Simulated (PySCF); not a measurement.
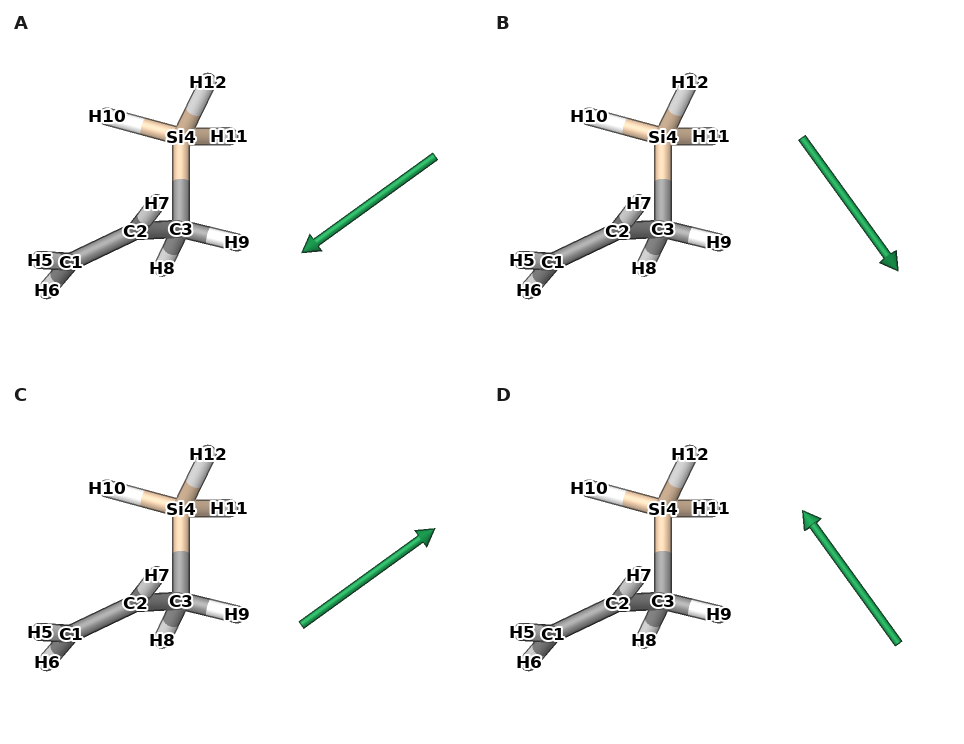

The same molecule four times, each with an arrow. Computed geometry: PBE0-D3(BJ)/def2-SVP optimisation. No frequency run is at hand to confirm it as a minimum. Level of theory: B3LYP/def2-SVPD, gas phase (PySCF 2.14.0).

Which arrow points along the dipole moment, from the negative to the positive end?

Answer. B. The dipole moment is 0.54 D; it points from the side of H10 to the side of H9 (the outermost atoms at the two ends).
